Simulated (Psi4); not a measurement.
# doublet S2O+: levels of theory compared

Wanted: a comparison of 6 runs (UHF/STO-3G, UHF/3-21G, UB3LYP/6-31G*, U-wB97X-V/def2-TZVP, UDSD-PBEP86/def2-TZVP, UMP3/def2-TZVP) of doublet S2O+. 

Program for the calculation: Psi4 1.11.

## Step 1: Starting point

The species is S2O+ (3 atoms), meant as a doublet with charge +1. SMILES of the parent species: `O=S=S`. Geometry: relaxed at PBE0-D4/def2-TZVP. That shape belongs to the parent species and isn't relaxed for this state.

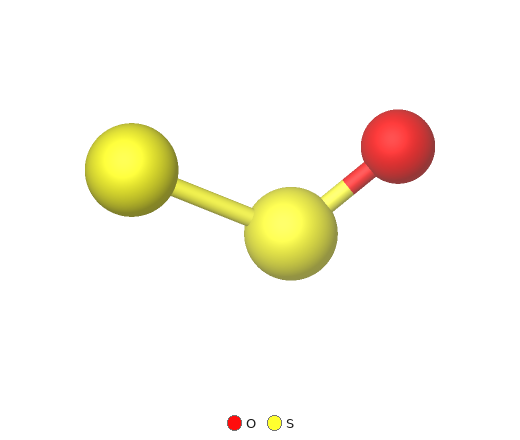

The structure, seen from a chosen angle (oxygen red, sulfur yellow).

## Step 2: Energy and forces at UHF/STO-3G (run 1)

Contents of input.inp:

```
memory 1.6 GB

molecule {
  1 2
  O      0.451630     1.204020     0.493170
  S      0.529120    -0.205510     0.148940
  S     -0.980740    -0.998510    -0.642110
  units angstrom
  symmetry c1
}

set {
  reference     uhf
  puream        true
  e_convergence 1e-09
  d_convergence 1e-08
  scf_type      pk
  maxiter       100
}

e_tot, wfn = gradient('scf/STO-3G', return_wfn=True)
oeprop(wfn, 'QUADRUPOLE', 'MULLIKEN_CHARGES', 'LOWDIN_CHARGES', title='SCF')
```

Command:

```bash
psi4 -i input.inp -o input.out -n 1
```

input.out:

```text
[...]
  Running in c1 symmetry.
[...]
  Nuclear repulsion =  142.341724241183556
[...]
  Multiplicity = 2
[...]
  Nalpha       = 20
  Nbeta        = 19
[...]
    Number of basis functions: 23
[...]
   @UHF iter   1:  -859.59408236533818   -5.00098e-01   1.96972e-02 ADIIS/DIIS
[...]
   @UHF iter  19:  -859.81128676465869   -1.25056e-12   6.30333e-09 DIIS
[...]
   @S^2 Observed:                7.590714222E-01
[...]
  @UHF Final Energy:  -859.81128676465869
   => Energetics <=
    Nuclear Repulsion Energy =            142.3417242411835559
    One-Electron Energy =               -1464.0698171059157175
    Two-Electron Energy =                 461.9168061000734724
    Total Energy =                       -859.8112867646586892
  UHF NO Occupations:
  HONO-2 :   18  A 1.9985421
  HONO-1 :   19  A 1.9977172
[...]
  -Total Gradient:
     Atom            X                  Y                   Z
    ------   -----------------  -----------------  -----------------
       1        0.010901979396    -0.132499671665     0.000000000000
       2       -0.141884326050     0.082659288456    -0.000000000000
       3        0.130982346651     0.049840383208     0.000000000000
[...]
 Multipole Moments:
 ------------------------------------------------------------------------------------
     Multipole            Electronic (a.u.)      Nuclear  (a.u.)        Total (a.u.)
 ------------------------------------------------------------------------------------
 L = 1.  Multiply by 2.5417464519 to convert [e a0] to [Debye]
 Dipole X            :          0.0020364           -0.0060304           -0.0039939
 Dipole Y            :         -0.3419801           -0.0124971           -0.3544772
 Dipole Z            :          0.0000000            0.0000000            0.0000000
 Magnitude           :                                                    0.3544997
 L = 2.  Multiply by 1.3450342976 to convert [e a0^2] to [Debye ang]
 Quadrupole XX       :       -117.1220080          100.3247424          -16.7972656
 Quadrupole XY       :        -77.0542376           77.6962495            0.6420119
[...]
  Mulliken Charges: (a.u.)
   Center  Symbol    Alpha    Beta     Spin     Total
       1     O     4.11222  4.01683  0.09539 -0.12905
       2     S     7.55477  7.69180 -0.13703  0.75343
       3     S     8.33301  7.29137  1.04164  0.37562
   Total alpha = 20.00000, Total beta = 19.00000, Total charge =  1.00000
  Lowdin Charges: (a.u.)
   Center  Symbol    Alpha    Beta     Spin     Total
       1     O     4.09709  4.00838  0.08871 -0.10546
       2     S     7.56038  7.67842 -0.11804  0.76120
       3     S     8.34253  7.31320  1.02933  0.34426
[...]
```

Run time: 3.6 s. Hardware: 1 thread of Intel Xeon Platinum 8259CL at 2.50GHz (Skylake/Cascade Lake), shared host; peak memory 0.18 GiB.

## Step 3: Energy and forces at UHF/3-21G (run 2)

Contents of job.in:

```
memory 1600 mb

molecule {
  1 2
  O      0.451630     1.204020     0.493170
  S      0.529120    -0.205510     0.148940
  S     -0.980740    -0.998510    -0.642110
  symmetry c1
  no_reorient
  no_com
}

set {
  basis         3-21G
  reference     uhf
  puream        true
  e_convergence 1e-09
  d_convergence 1e-08
  scf_type      pk
  maxiter       100
}

e_tot, wfn = gradient("scf", return_wfn=True)
oeprop(wfn, "MAYER_INDICES", "QUADRUPOLE", "MULLIKEN_CHARGES")
print_variables()
```

Command:

```bash
psi4 -i job.in -o job.out -n 1
```

job.out:

```text
[...]
  Running in c1 symmetry.
[...]
  Nuclear repulsion =  142.341724241183584
[...]
  Multiplicity = 2
[...]
  Nalpha       = 20
  Nbeta        = 19
[...]
    Number of basis functions: 35
[...]
   @UHF iter   1:  -864.84347730559318    5.41511e-01   1.36664e-02 DIIS/ADIIS
[...]
   @UHF iter  26:  -865.02795790922528   -9.09495e-13   6.69348e-09 DIIS
[...]
   @S^2 Observed:                7.626944425E-01
[...]
  @UHF Final Energy:  -865.02795790922528
   => Energetics <=
    Nuclear Repulsion Energy =            142.3417242411835844
    One-Electron Energy =               -1467.0618508590462170
    Two-Electron Energy =                 459.6921687086373822
    Total Energy =                       -865.0279579092252789
  UHF NO Occupations:
  HONO-2 :   18  A 1.9981824
  HONO-1 :   19  A 1.9964406
[...]
  -Total Gradient:
     Atom            X                  Y                   Z
    ------   -----------------  -----------------  -----------------
       1        0.013581278370    -0.112612904126    -0.024659927404
       2       -0.128277646715     0.059271947373    -0.033601353175
       3        0.114696368358     0.053340956754     0.058261280578
[...]
 Multipole Moments:
 ------------------------------------------------------------------------------------
     Multipole            Electronic (a.u.)      Nuclear  (a.u.)        Total (a.u.)
 ------------------------------------------------------------------------------------
 L = 1.  Multiply by 2.5417464519 to convert [e a0] to [Debye]
 Dipole X            :          6.6986349           -6.8273537           -0.1287189
 Dipole Y            :         16.9946450          -18.2021444           -1.2074994
 Dipole Z            :          7.0857294           -7.4556499           -0.3699204
 Magnitude           :                                                    1.2694347
 L = 2.  Multiply by 1.3450342976 to convert [e a0^2] to [Debye ang]
 Quadrupole XX       :        -95.8031673           76.7809650          -19.0222023
 Quadrupole XY       :        -64.8959913           65.2747811            0.3787898
[...]
  Mulliken Charges: (a.u.)
   Center  Symbol    Alpha    Beta     Spin     Total
       1     O     4.27942  4.15472  0.12470 -0.43414
       2     S     7.40842  7.55147 -0.14305  1.04011
       3     S     8.31216  7.29381  1.01835  0.39403
   Total alpha = 20.00000, Total beta = 19.00000, Total charge =  1.00000
  Mayer Bond Indices:
  Total Bond Index:
  Irrep: 1 Size: 3 x 3
[...]
```

Run time: 3.3 s. Hardware: 1 thread of Intel Xeon Platinum 8259CL at 2.50GHz (Skylake/Cascade Lake), shared host; peak memory 0.18 GiB.

## Step 4: Energy and gradient at UB3LYP/6-31G(d) (spherical functions) (run 3)

Contents of input.inp:

```
memory 1600 mb

molecule m {
  1 2
  O      0.85345701     2.27526805     0.93195623
  S      0.99989189    -0.38835762     0.28145581
  S     -1.85333000    -1.88691043    -1.21341204
  units au
  symmetry c1
  no_reorient
  no_com
}

set {
  basis 6-31G*
  reference uks
  puream true
  e_convergence 1e-09
  d_convergence 1e-08
  scf_type pk
  dft_radial_points 99
  dft_spherical_points 590
  maxiter 100
}

energy_value, wavefunction = gradient("b3lyp", return_wfn=True)
oeprop(wavefunction, "LOWDIN_CHARGES", "MULLIKEN_CHARGES", "MAYER_INDICES")
```

Command:

```bash
psi4 input.inp input.out -n 1
```

input.out:

```text
[...]
  Running in c1 symmetry.
[...]
  Nuclear repulsion =  142.341724245657076
[...]
  Multiplicity = 2
[...]
  Nalpha       = 20
  Nbeta        = 19
[...]
    Number of basis functions: 50
[...]
   @UKS iter   1:  -870.99580882037935    5.81984e-01   1.21553e-02 DIIS/ADIIS
[...]
   @UKS iter  18:  -871.16076642102007   -1.26192e-11   8.89146e-09 DIIS
[...]
   @S^2 Observed:                7.640727956E-01
[...]
  @UKS Final Energy:  -871.16076642102007
   => Energetics <=
    Nuclear Repulsion Energy =            142.3417242456570762
    One-Electron Energy =               -1473.7426750256440755
    Two-Electron Energy =                 508.3346168742008331
    DFT Exchange-Correlation Energy =     -48.0944325152339758
    Empirical Dispersion Energy =           0.0000000000000000
    VV10 Nonlocal Energy =                  0.0000000000000000
    Total Energy =                       -871.1607664210200710
[...]
 Multipole Moments:
 ------------------------------------------------------------------------------------
     Multipole            Electronic (a.u.)      Nuclear  (a.u.)        Total (a.u.)
 ------------------------------------------------------------------------------------
 L = 1.  Multiply by 2.5417464519 to convert [e a0] to [Debye]
 Dipole X            :          6.4856249           -6.8273537           -0.3417288
 Dipole Y            :         16.8957880          -18.2021444           -1.3063564
 Dipole Z            :          6.9775833           -7.4556498           -0.4780665
 Magnitude           :                                                    1.4324431
[...]
  -Total Gradient:
     Atom            X                  Y                   Z
    ------   -----------------  -----------------  -----------------
       1       -0.001320443263    -0.016187551257    -0.004803265281
       2       -0.041482216619    -0.008367847133    -0.018172593417
       3        0.042794081167     0.024535691774     0.022967330431
[...]
  Mulliken Charges: (a.u.)
   Center  Symbol    Alpha    Beta     Spin     Total
       1     O     4.13036  4.13318 -0.00281 -0.26354
       2     S     7.61850  7.56005  0.05845  0.82145
       3     S     8.25114  7.30677  0.94436  0.44209
   Total alpha = 20.00000, Total beta = 19.00000, Total charge =  1.00000
  Lowdin Charges: (a.u.)
   Center  Symbol    Alpha    Beta     Spin     Total
       1     O     4.14953  4.15152 -0.00199 -0.30105
       2     S     7.60864  7.52855  0.08009  0.86280
       3     S     8.24183  7.31993  0.92190  0.43824
[...]
```

Run time: 19 s. Hardware: 1 thread of Intel Xeon Platinum 8259CL at 2.50GHz (Skylake/Cascade Lake), shared host; peak memory 0.42 GiB.

Runs 4 to 5 aren't shown in full; the table further down has their settings and results.

## Step 5: The energy at UMP3/def2-TZVP (run 6)

Contents of os2_ase.py:

```python
import numpy as np
from ase.calculators.psi4 import Psi4
from ase import Atoms

mol = Atoms(['O', 'S', 'S'], positions=[
    [0.451630, 1.204020, 0.493170],
    [0.529120, -0.205510, 0.148940],
    [-0.980740, -0.998510, -0.642110],
])
calc = Psi4(atoms=mol, method='mp3', basis='def2-TZVP', memory='1600MB', num_threads=1, charge=1, multiplicity=2, label='psi4-calc', reference='uhf')
calc.psi4.set_options({'puream': True, 'e_convergence': 1e-09, 'd_convergence': 1e-08, 'scf_type': 'pk', 'num_frozen_docc': 11, 'maxiter': 100, 'mp_type': 'conv'})
mol.calc = calc

print(f'energy: {mol.get_potential_energy():.6f} eV')
```

Command:

```bash
python os2_ase.py
```

psi4-calc.dat:

```text
[...]
  Running in c1 symmetry.
[...]
  Nuclear repulsion =  142.341724241183584
[...]
  Multiplicity = 2
[...]
  Nalpha       = 20
  Nbeta        = 19
[...]
    Number of basis functions: 105
[...]
   @UHF iter   1:  -869.39769523870029    2.80362e-01   5.20630e-03 ADIIS/DIIS
[...]
   @UHF iter  27:  -869.58213641398220    2.22826e-11   8.83419e-09 DIIS
[...]
   @S^2 Observed:                7.818930823E-01
[...]
    Orbital Energies [Eh]
    ---------------------
    Alpha Occupied:
       1A    -92.414014     2A    -92.327454     3A    -20.893762
       4A     -9.402458     5A     -9.330040     6A     -7.083077
       7A     -7.080925     8A     -7.080770     9A     -7.025057
      10A     -7.006295    11A     -7.004452    12A     -1.707369
      13A     -1.401319    14A     -1.102018    15A     -0.918880
      16A     -0.910444    17A     -0.871556    18A     -0.769748
      19A     -0.724488    20A     -0.715405
    Alpha Virtual:
      21A     -0.276834    22A     -0.112611    23A     -0.087407
      24A      0.069835    25A      0.095171    26A      0.098045
[...]
  @UHF Final Energy:  -869.58213641398220
   => Energetics <=
    Nuclear Repulsion Energy =            142.3417242411835844
    One-Electron Energy =               -1473.3720445725434729
    Two-Electron Energy =                 461.4481839173777189
    Total Energy =                       -869.5821364139821981
  UHF NO Occupations:
  HONO-2 :   18  A 1.9936292
  HONO-1 :   19  A 1.9929528
[...]
 Multipole Moments:
 ------------------------------------------------------------------------------------
     Multipole            Electronic (a.u.)      Nuclear  (a.u.)        Total (a.u.)
 ------------------------------------------------------------------------------------
 L = 1.  Multiply by 2.5417464519 to convert [e a0] to [Debye]
 Dipole X            :         -0.2603955           -0.0045502           -0.2649456
 Dipole Y            :         -1.0812087           -0.0121305           -1.0933393
 Dipole Z            :         -0.3870425           -0.0049687           -0.3920112
 Magnitude           :                                                    1.1913269
[...]
	SCS-MP2 Total Energy (a.u.)        :  -870.11383594486847
	SOS-MP2 Total Energy (a.u.)        :  -870.10673619946613
[...]
	SOS-PI-MP2 Total Energy (a.u.)     :  -870.14709002911877
[...]
	MP2 Total Energy (a.u.)            :  -870.12803543567316
[...]
	SCS-MP3 Total Energy (a.u.)        :  -870.11616806281631
[...]
	MP3 Total Energy (a.u.)            :  -870.13736390746476
[...]
```

Standard output:

```text
energy: -23677.643704 eV
```

Wall time 33 s (1 thread of Intel Xeon Platinum 8259CL at 2.50GHz (Skylake/Cascade Lake), shared host); peak memory 1 GiB.

## Step 6: All runs side by side

```csv
run,level,integration grid,task,energy (Eh),HOMO energy (eV),LUMO energy (eV),⟨S²⟩,wall time
1,UHF/STO-3G,–,gradient,-859.811287,-15.47,-5.14,0.759,3.6 s
2,UHF/3-21G,–,gradient,-865.027958,-18.36,-8.55,0.763,3.3 s
3,UB3LYP/6-31G* (spherical functions),99 radial × 590 angular,gradient,-871.160766,-15.71,-13.19,0.764,19 s
4,U-wB97X-V/def2-TZVP,99 radial × 590 angular,energy,-871.098792,-18.33,-10.68,0.767,93 s
5,UDSD-PBEP86/def2-TZVP (density fitting for correlation),99 radial × 590 angular,energy,-870.536694,-18.21,-10.07,1.024,35 s
6,UMP3/def2-TZVP,–,energy,-870.137364,-18.68,-8.17,0.782,33 s
```

## Step 7: Outcome

| quantity | value |
| --- | --- |
| run 6: total energy | -870.13736 Eh |
| run 6: HOMO energy (Hartree–Fock orbitals) (highest over α and β) | -18.68 eV |
| run 6: LUMO energy (Hartree–Fock orbitals) (lowest over α and β) | -8.17 eV |
| run 6: correlation energy (11 core orbitals frozen) | -555.2 mEh |
| run 6: ⟨S²⟩ of the reference determinant | 0.782 |

In words: Totals of different functionals can't be ranked against each other. In run 1 the basis is minimal, so the values are rough. Spin contamination of the reference: run 5 ⟨S²⟩ = 1.02. All runs together took 3.1 min, the longest 93 s.
